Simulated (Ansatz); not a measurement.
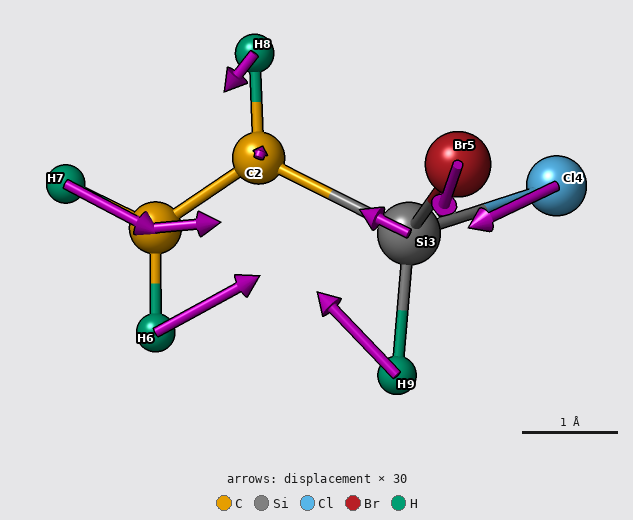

This is a relaxation of C$_{2}$H$_{4}$BrClSi. The starting structure is drawn; purple arrows show the displacements, magnified 30 times. The two geometries are superimposed by the best rigid fit.

Style: ball-and-stick. Shown at a tilt.

The start comes from PBE-D4/def2-SVP.

Level of theory: RKS PBE0-D4/def2-TZVP (Ansatz).

Input file:
```yaml
crystal:
  periodic: [false, false, false]
  atoms:
    - {symbol: C, position_ang: [-1.412829, -0.763306, -0.199587]}
    - {symbol: C, position_ang: [-0.612535, 0.138953, 0.403177]}
    - {symbol: Si, position_ang: [1.152847, 0.378933, -0.128514]}
    - {symbol: Cl, position_ang: [1.458547, 2.346414, -0.727332]}
    - {symbol: Br, position_ang: [2.520133, -0.060337, 1.589442]}
    - {symbol: H, position_ang: [-1.056986, -1.395559, -1.032227]}
    - {symbol: H, position_ang: [-2.461544, -0.914770, 0.109531]}
    - {symbol: H, position_ang: [-1.005736, 0.752641, 1.233776]}
    - {symbol: H, position_ang: [1.506503, -0.529369, -1.265267]}
basis:
  gaussian: {orbitals: def2-TZVP}
hamiltonian: {xc: pbe0, dispersion: d4}
relax: {f_tol: 0.005, max_steps: 150}
```

### What did the optimiser do to the structure, and how much energy did it gain?

The largest move after the best rigid fit is that of H6, 0.043 Å. Largest moves by element: H 0.043 Å, Cl 0.040 Å, Br 0.033 Å, C 0.024 Å, Si 0.021 Å. Among the contacts that change: Si3–Cl4 2.079 → 2.047 Å, Si3–Br5 2.239 → 2.214 Å, Si3–H9 1.497 → 1.477 Å, C2–Si3 1.859 → 1.840 Å. Over 6 geometry steps the energy falls by 4.84 kJ/mol. The largest force component goes from 0.58 to 0.003 eV/Å. The run took of the order of 110 core-seconds on a shared host.
